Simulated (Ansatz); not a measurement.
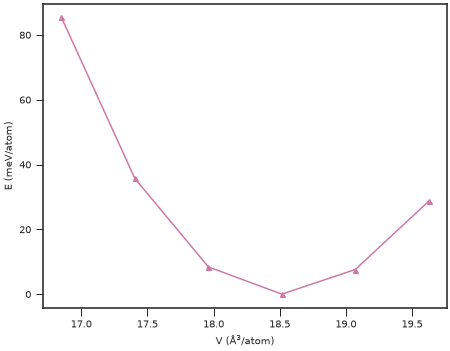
SbRu in space group Pnma (No. 62; Ru on 4c, Sb on 4c) under volume change, r²SCAN in the plane-wave PAW code Ansatz, shape and atoms relaxed at each volume.

Task: What does a third-order Birch–Murnaghan fit give for V₀, B₀ and B′?

Result: V₀ = 18.52 Å³/atom, B₀ = 153 GPa, B′ = 4.6.

The workflow started from an entry of the Crystallography Open Database (COD). Its standing as an ambient phase is unchecked. Symmetry was held in the r²SCAN relaxation; whether a distortion lowers the energy is not shown. The run is not spin-polarised. Scalar-relativistic: spin–orbit coupling is off unless named, which matters more the heavier the elements.

Potentials: the later of the program's two PAW sets.
